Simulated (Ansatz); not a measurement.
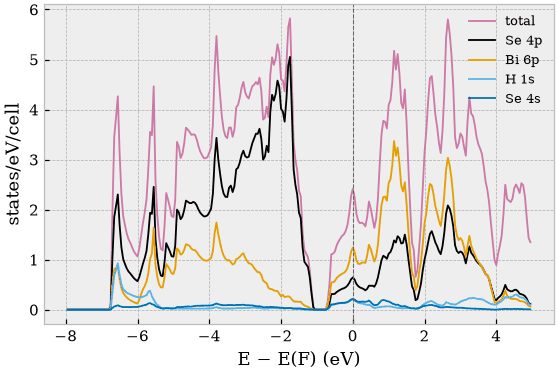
Figure. Total and projected density of states of Bi$_{2}$HSe$_{3}$ in space group R3m (No. 160; Pearson symbol hR6), LDA in the plane-wave PAW code Ansatz

Task: Which orbitals carry the states next to the Fermi level?

Result: Within 0.5 eV of the Fermi level: Bi 6p 52 %, Se 4p 26 %, Se 4s 9 %, H 1s 8 %. Projections are on Löwdin-orthogonalised atomic valence shells; empty p or d shells of many metals are not among them.

Task: Where is the tallest occupied peak in this window, and what makes it?

Result: Near -1.8 eV, about 5.8 states/eV per cell; the largest projected share is Se 4p.

The start of the workflow was typed in or built on a structure type; neither database checked (COD, Materials Project) lists it. Its standing as an ambient phase is unchecked. Symmetry was held in the LDA relaxation; whether a distortion lowers the energy is not shown. A crystal of weakly bound layers computed without a dispersion correction: the cell and the soft elastic constants depend strongly on that. With an odd number of electrons in the cell and no spin polarisation, the count alone makes it a metal. Scalar-relativistic: spin–orbit coupling is off unless named, which matters more the heavier the elements.

Potentials: the later of the program's two PAW sets.
